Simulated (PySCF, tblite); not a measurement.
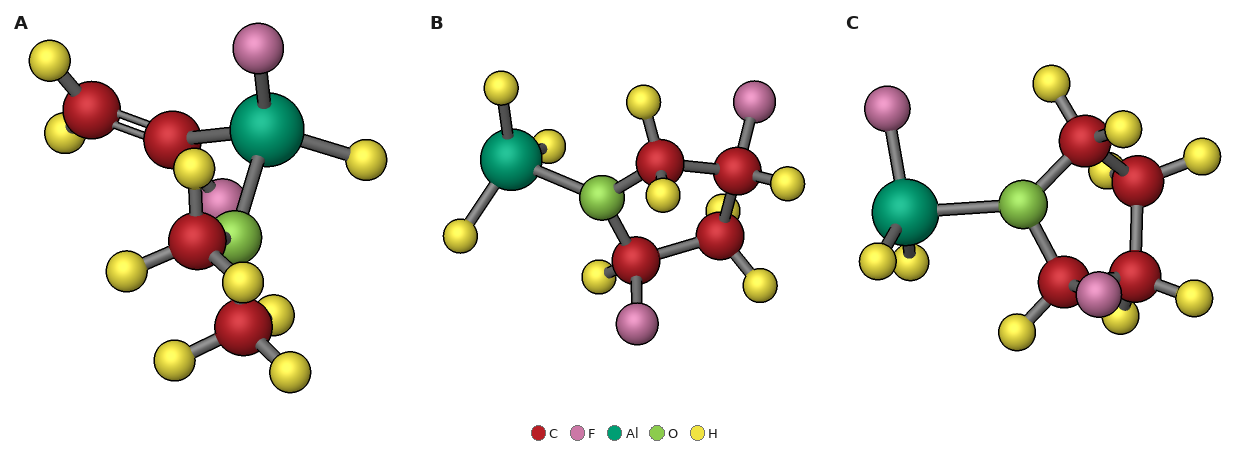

Source: calculation with PySCF and tblite.

```xyz
17
charge 0, multiplicity 1
F     2.6313    0.8539    1.5251
Al    2.0808   -0.6052    0.9586
O     0.7571    0.0925   -0.1988
C     0.0250    1.3168   -0.2027
C    -1.3754    0.8875    0.2292
C    -1.4949   -0.5255   -0.3672
C    -0.0555   -0.8763   -0.7575
F     0.0809   -0.8180   -2.1227
H     1.1522   -1.4177    1.9146
H     2.9128   -1.3884   -0.0805
H     0.0274    1.7330   -1.2165
H     0.5212    1.9994    0.4857
H    -1.4266    0.8434    1.3168
H    -2.1448    1.5626   -0.1374
H    -1.8858   -1.2406    0.3521
H    -2.1197   -0.5440   -1.2596
H     0.3071   -1.8614   -0.4490
```

> Which panel shows the molecule in this file?

C. The file holds C4H9AlF2O, `[F][AlH2-][O+]1CCC[C@H]1F`.
